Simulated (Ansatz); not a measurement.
# Gate voltage at the highest density: Nb2COS MXene monolayer

A layer charged from two gates alike needs a voltage that grows with the carrier density; the slope is e over the total capacitance.

**Method.** Ansatz 0.2.0, plane waves with PAW datasets (its set soft_2), PBE-D3(BJ); isolated slab, charged sheets 4 Å from the outer atoms behind model barriers, atoms held, Fermi-Dirac smearing of 0.02585 eV. The voltage is that of the gates (their mean) against the layer's Fermi level, from the uncharged case, which has no gap over 0.05 eV.

| run | added electrons (10¹³ per cm²) | gate voltage (V) |
| --- | --- | --- |
| run 1 | −1.00 | −0.30 |
| run 2 | −2.00 | −0.60 |
| run 3 | −4.00 | −1.20 |
| run 4 | −7.00 | −2.10 |
| run 5 | −11.00 | ? |

**Question.** What value belongs in the row marked “?”, and how far can the other rows tell?

A least-squares line through the 4 rows shown has slope 0.3000 and intercept 0.0000; no row lies more than 0.01 V off it. The capacitance is 1.602/0.3000 = 5.34 µF/cm², against 4.43 µF/cm² for plates 4 Å apart in vacuum on both sides; it is the larger, as where the added charge has its centre outside the outer atoms (not examined here). At −11.00 it gives 0.3000 × (−11.00) + 0.0000 = −3.30 V, beyond the rows fitted. Rounding and scatter of the rows alone allow about ±0.012 V there.

The run itself gives −3.31 V: a miss of −0.01 V, or 0.3 % of the value. The line holds within the rounding of the rows.

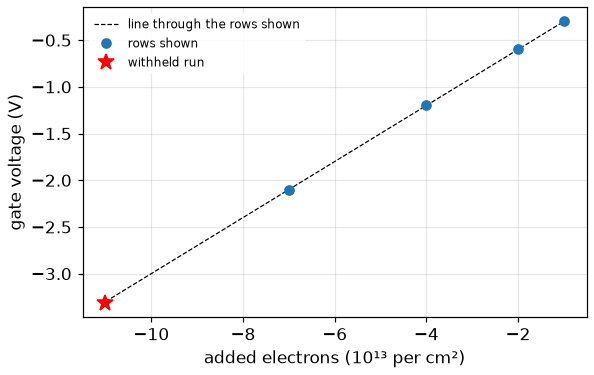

The fit and the withheld run.

**Limits.** The gates are model sheets, not atoms, and low densities sample few k-points.
